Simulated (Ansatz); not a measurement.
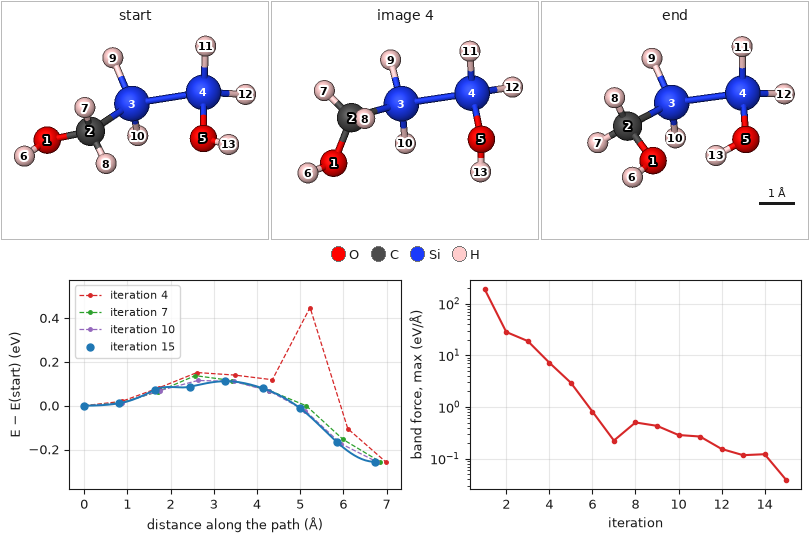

A search for the minimum-energy path of CH8O2Si2 by the nudged elastic band. Images are numbered from 0 (start) to 8 (end). The plot follows the band through its iterations. A ball-and-stick model, seen from a free direction.

Theory: Ansatz 0.2.0, RKS CAM-B3LYP-D4/6-31G. Run with 7 movable images; climbing image; force threshold 0.05 eV/Å; iteration limit 40; starting path through a guess of the saddle point.

Judge this run.

Answer. The result is final at these settings. The band converged in 15 iterations. The largest component of the band force went from 190 to 0.039 eV/Å. The climbing image converged on the top of the path. Its vibrational analysis gives one imaginary mode (87i cm⁻¹), as a transition state must have. The first iteration put the highest image at 31.020 eV. The highest point, image 4, lies 0.112 eV above the start and 0.368 eV above the end; the end is at −0.256 eV relative to the start.
